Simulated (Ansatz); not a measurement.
## Nudged elastic band of BHClF₃

- system: BHClF₃
- method: RKS B3LYP-D4/def2-SVP (Ansatz 0.2.0)

It belongs to a series of runs on one base structure; here: band between the two ends.

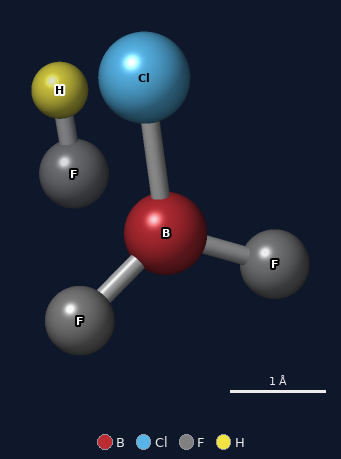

Figure 1. The starting structure (ball-and-stick view, seen at an oblique angle). Bond lengths as drawn: B–Cl 1.78 Å, B–F 1.31 Å and F–H 0.93 Å.

### Input
```yaml
crystal:
  periodic: [false, false, false]
  atoms:
    - { symbol: B, position_ang: [-0.002213, 0.236356, 0.108044] }
    - { symbol: Cl, position_ang: [-0.010672, 0.63029, 1.842422] }
    - { symbol: F, position_ang: [1.135622, 0.228638, -0.544876] }
    - { symbol: F, position_ang: [-1.140523, 0.156185, -0.539502] }
    - { symbol: F, position_ang: [0.069961, -2.054682, 0.581265] }
    - { symbol: H, position_ang: [0.068125, -1.925984, 1.503348] }
basis:
  gaussian: { orbitals: def2-SVP }
hamiltonian:
  xc: b3lyp
  dispersion: d4
neb:
  order_check: false
  images: 5
  f_tol: 0.05
  max_iterations: 60
  final_atoms:
    - { symbol: B, position_ang: [0.01456466, -0.36225823, -0.4739587] }
    - { symbol: Cl, position_ang: [0.00925667, 0.0240502, 2.52437429] }
    - { symbol: F, position_ang: [1.1344541, 0.29098917, -0.68322413] }
    - { symbol: F, position_ang: [-1.14412523, 0.22072906, -0.67939907] }
    - { symbol: F, position_ang: [0.05459446, -1.6412204, -0.14514769] }
    - { symbol: H, position_ang: [0.05155534, -1.26148679, 2.4080563] }
  initial_path:
    images:
      - { positions_ang: [[-0.002213, 0.236356, 0.108044], [-0.010672, 0.63029, 1.842422], [1.135622, 0.228638, -0.544876], [-1.140523, 0.156185, -0.539502], [0.069961, -2.054682, 0.581265], [0.068125, -1.925984, 1.503348]] }
      - { positions_ang: [[-0.00219231, 0.16087515, 0.07518004], [-0.00785061, 0.40835419, 1.96794304], [1.13739905, 0.16206435, -0.5800064], [-1.142089, 0.11013835, -0.57651787], [0.07092116, -1.88172905, 0.55036989], [0.06411171, -1.68889999, 1.5137323]] }
      - { positions_ang: [[-0.00217161, 0.08539431, 0.04231609], [-0.00502922, 0.18641838, 2.09346408], [1.13917609, 0.09549071, -0.61513679], [-1.14365499, 0.0640917, -0.61353374], [0.07188132, -1.70877611, 0.51947477], [0.06009842, -1.45181599, 1.5241166]] }
      - { positions_ang: [[-0.00215092, 0.00991346, 0.00945213], [-0.00220783, -0.03551743, 2.21898512], [1.14095314, 0.02891706, -0.65026719], [-1.14522099, 0.01804505, -0.65054962], [0.07284148, -1.53582316, 0.48857966], [0.05608513, -1.21473198, 1.5345009]] }
      - { positions_ang: [[0.00342094, -0.11414377, -0.15168482], [0.00161367, -0.01566155, 2.32078151], [1.13878679, 0.11627443, -0.66125284], [-1.14485574, 0.08560639, -0.6601661], [0.06675914, -1.57095557, 0.27733721], [0.0545752, -1.23031692, 1.82568604]] }
      - { positions_ang: [[0.0089928, -0.238201, -0.31282176], [0.00543517, 0.00419432, 2.4225779], [1.13662045, 0.2036318, -0.67223848], [-1.14449048, 0.15316772, -0.66978258], [0.0606768, -1.60608799, 0.06609476], [0.05306527, -1.24590186, 2.11687117]] }
      - { positions_ang: [[0.01456466, -0.36225823, -0.4739587], [0.00925667, 0.0240502, 2.52437429], [1.1344541, 0.29098917, -0.68322413], [-1.14412523, 0.22072906, -0.67939907], [0.05459446, -1.6412204, -0.14514769], [0.05155534, -1.26148679, 2.4080563]] }
```

Machine: 1 thread of Arm Neoverse V2, 24 GiB of memory available, shared host.

Launched with:
```bash
ansatz run input.yaml --threads 1 --pin off --max-ram 2048MiB --backend cpu --events-out ev --progress --plain --runs-dir out
```

### Output
```
Engine: ansatz 0.2.0, aarch64-unknown-linux-gnu
Functional definition: B3LYP
  parameter a0 = 0.2
  parameter ax = 0.72
  parameter ac = 0.81
  exchange = (1 - a0 - ax)*slater_x + ax*b88_x + a0*exact_x
  correlation = (1 - ac)*vwn_rpa_c + ac*lyp_c
812 factors; integrals over basis functions are off by at most 3.8e-4 eV
mean field evaluation 1: about -21356.9048 eV, gradient 4.5e1 eV
mean field evaluation 2: about -21353.7273 eV, gradient 6.6e1 eV
mean field evaluation 4: about -21359.8558 eV, gradient 9.8e-1 eV
mean field evaluation 8: about -21359.9055 eV, gradient 5.1e-2 eV
mean field -21359.90549890 eV, -784.9620488208 hartree, gradient 3.8e-5 eV, S^2 0.000000; 0 other end points of the search recorded, 0 dependent functions left out
the calculation of the forces begins
reference -21359.90568350 eV, -784.9620556045 hartree; 25, 25 occupied and 54, 54 virtual orbitals, 812 factors
816 factors; integrals over basis functions are off by at most 8.9e-4 eV
mean field evaluation 16: about -21355.5210 eV, gradient 6.0e1 eV
mean field -21360.65353948 eV, -784.9895388048 hartree, gradient 3.9e-6 eV, S^2 0.000000; 0 other end points of the search recorded, 0 dependent functions left out
[... from here on the field's lines of each further geometry are left out, up to the last ...]
NEB iter   1: max|band force component| = 5.716e0 eV/Å  barrier→ = 1.9540 eV  barrier← = 2.6855 eV  Δτ_max = 0.2000 Å  (177 SCF iters)
NEB iter   2: max|band force component| = 2.952e0 eV/Å  barrier→ = 0.6424 eV  barrier← = 1.3739 eV  Δτ_max = 0.1786 Å  (173 SCF iters)
NEB iter   3: max|band force component| = 4.553e0 eV/Å  barrier→ = 0.5508 eV  barrier← = 1.2823 eV  Δτ_max = 0.0925 Å  (155 SCF iters)
NEB iter   4: max|band force component| = 1.392e0 eV/Å  barrier→ = 0.4264 eV  barrier← = 1.1578 eV  Δτ_max = 0.1697 Å  (145 SCF iters)
NEB iter   5: max|band force component| = 1.051e0 eV/Å  barrier→ = 0.3695 eV  barrier← = 1.1009 eV  Δτ_max = 0.0849 Å  (143 SCF iters)
NEB iter   6: max|band force component| = 1.189e0 eV/Å  barrier→ = 0.3550 eV  barrier← = 1.0864 eV  Δτ_max = 0.0428 Å  (137 SCF iters)
NEB iter   7: max|band force component| = 5.245e-1 eV/Å  barrier→ = 0.3509 eV  barrier← = 1.0823 eV  CI = image 2  Δτ_max = 0.0879 Å  (143 SCF iters)
NEB iter   8: max|band force component| = 6.294e-1 eV/Å  barrier→ = 0.4666 eV  barrier← = 1.1980 eV  CI = image 2  Δτ_max = 0.0433 Å  (145 SCF iters)
NEB iter   9: max|band force component| = 2.083e-1 eV/Å  barrier→ = 0.4820 eV  barrier← = 1.2135 eV  CI = image 2  Δτ_max = 0.0169 Å  (149 SCF iters)
NEB iter  10: max|band force component| = 7.576e-2 eV/Å  barrier→ = 0.4805 eV  barrier← = 1.2120 eV  CI = image 2  Δτ_max = 0.0054 Å  (146 SCF iters)
the calculation of the forces begins
reference -21360.62290265 eV, -784.9884129221 hartree; 25, 25 occupied and 54, 54 virtual orbitals, 814 factors
813 factors; integrals over basis functions are off by at most 1.2e-3 eV
mean field -21359.42633647 eV, -784.9444399262 hartree, gradient 1.6e-5 eV, S^2 0.000000; 1 other end points of the search recorded, 0 dependent functions left out
the calculation of the forces begins
reference -21359.42651893 eV, -784.9444466312 hartree; 25, 25 occupied and 54, 54 virtual orbitals, 813 factors
NEB iter  11: max|band force component| = 4.338e-2 eV/Å  barrier→ = 0.4803 eV  barrier← = 1.2118 eV  CI = image 2  Δτ_max = 0.0000 Å  (239 SCF iters)
```

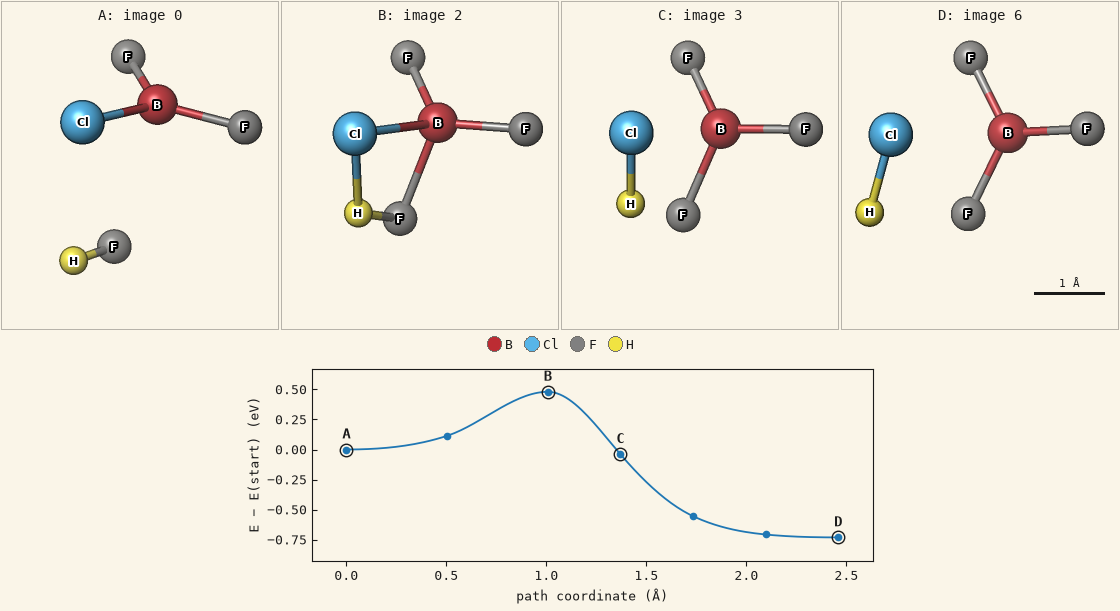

Figure 2. Images of the last band (counted from 0; ball-and-stick, seen at a tilt) above the energy along the path; the line is a cubic interpolation that uses the forces. The highest image is number 2, 0.480 eV above the start and 1.212 eV above the end (the climbing image); the end lies 0.731 eV below the start. The path is 2.46 Å long. The band converged in 11 iterations.

```
Total energy: -21359.59398835 eV, -784.9506010191 hartree
Atom 0 at     0.009985    -0.202038     0.036178 Å, force     0.027607     0.006071     0.039160 eV/Å
Atom 1 at     0.003010     0.213120     2.033136 Å, force    -0.000968    -0.010723    -0.023850 eV/Å
Atom 2 at     1.150363     0.157454    -0.523625 Å, force    -0.005539     0.008003    -0.009250 eV/Å
Atom 3 at    -1.149115     0.094682    -0.521111 Å, force    -0.002986    -0.010752    -0.001044 eV/Å
Atom 4 at     0.056573    -1.704498     0.428027 Å, force    -0.013256    -0.006019    -0.013081 eV/Å
Atom 5 at     0.049484    -1.287919     1.498097 Å, force    -0.004858     0.013420     0.008064 eV/Å
Dipole moment:     0.006386    -0.223095     0.249418 e Å
this run last wrote the band of iteration 11 to [file]
```

### The last band as extended XYZ (Å, eV, eV/Å)
```
6
Properties=species:S:1:pos:R:3:forces:R:3 image=0 energy=-21360.07416
B    -0.0022    0.2364    0.1080   -0.0074   0.0035   0.0191
Cl   -0.0107    0.6303    1.8424    0.0002  -0.0004  -0.0061
F     1.1356    0.2286   -0.5449    0.0062   0.0005  -0.0089
F    -1.1405    0.1562   -0.5395    0.0001   0.0018  -0.0057
F     0.0700   -2.0547    0.5813    0.0009  -0.0052  -0.0063
H     0.0681   -1.9260    1.5033   -0.0001  -0.0002   0.0080
6
Properties=species:S:1:pos:R:3:forces:R:3 image=1 energy=-21359.96029
B     0.0032    0.0374    0.1210   -0.0050   0.2755   0.1330
Cl   -0.0052    0.4263    1.9146   -0.0073   0.2194  -0.1414
F     1.1436    0.1646   -0.5232   -0.0109   0.0076  -0.0097
F    -1.1447    0.0965   -0.5195    0.0101   0.0033  -0.0074
F     0.0634   -1.8666    0.5238    0.0045  -0.1602   0.1208
H     0.0599   -1.5875    1.4341    0.0086  -0.3457  -0.0953
6
Properties=species:S:1:pos:R:3:forces:R:3 image=2 energy=-21359.59381
B     0.0100   -0.2020    0.0362    0.0276   0.0061   0.0392
Cl    0.0030    0.2131    2.0331   -0.0010  -0.0107  -0.0238
F     1.1504    0.1575   -0.5236   -0.0055   0.0080  -0.0092
F    -1.1491    0.0947   -0.5211   -0.0030  -0.0108  -0.0010
F     0.0566   -1.7045    0.4280   -0.0133  -0.0060  -0.0131
H     0.0495   -1.2879    1.4981   -0.0049   0.0134   0.0081
6
Properties=species:S:1:pos:R:3:forces:R:3 image=3 energy=-21360.11303
B     0.0139   -0.3314   -0.0998    0.0341  -0.7909  -0.7343
Cl    0.0084    0.1342    2.1353    0.0150  -0.3975   0.5383
F     1.1525    0.1786   -0.5193   -0.0116   0.1238  -0.0124
F    -1.1496    0.1219   -0.5159    0.0014   0.1125  -0.0065
F     0.0501   -1.6822    0.2681   -0.0171   0.1338  -0.8549
H     0.0451   -1.1503    1.6822   -0.0217   0.8182   1.0698
6
Properties=species:S:1:pos:R:3:forces:R:3 image=4 energy=-21360.62835
B     0.0159   -0.3918   -0.2666    0.0116  -0.1657  -0.3782
Cl    0.0061    0.0936    2.3233    0.0017  -0.0115   0.3936
F     1.1450    0.2194   -0.5364   -0.0126   0.0365  -0.0730
F    -1.1461    0.1542   -0.5358    0.0079   0.0326  -0.0704
F     0.0536   -1.6808    0.0976   -0.0054  -0.0072  -0.3247
H     0.0458   -1.1238    1.8687   -0.0032   0.1153   0.4528
6
Properties=species:S:1:pos:R:3:forces:R:3 image=5 energy=-21360.78127
B     0.0150   -0.3850   -0.3905    0.0150   0.0002  -0.0549
Cl    0.0068    0.0525    2.4912    0.0004  -0.0009   0.0744
F     1.1386    0.2565   -0.6080   -0.0037   0.0108  -0.0420
F    -1.1440    0.1902   -0.6067   -0.0022   0.0024  -0.0395
F     0.0540   -1.6635   -0.0404   -0.0099   0.0013  -0.0562
H     0.0499   -1.1799    2.1050    0.0003  -0.0137   0.1182
6
Properties=species:S:1:pos:R:3:forces:R:3 image=6 energy=-21360.80558
B     0.0146   -0.3623   -0.4740    0.0008  -0.0098   0.0003
Cl    0.0093    0.0240    2.5244    0.0000   0.0022   0.0000
F     1.1345    0.2910   -0.6832    0.0025   0.0029  -0.0001
F    -1.1441    0.2207   -0.6794   -0.0030   0.0028   0.0001
F     0.0546   -1.6412   -0.1451   -0.0002   0.0037  -0.0029
H     0.0516   -1.2615    2.4081   -0.0001  -0.0018   0.0025
```

### Key numbers

- outcome: converged
- barrier, forward: 0.480 eV
- barrier, backward: 1.212 eV
- wall time: 2.2 min
- peak memory: 0.15 GiB

### Notes

The order of the saddle point was not checked.
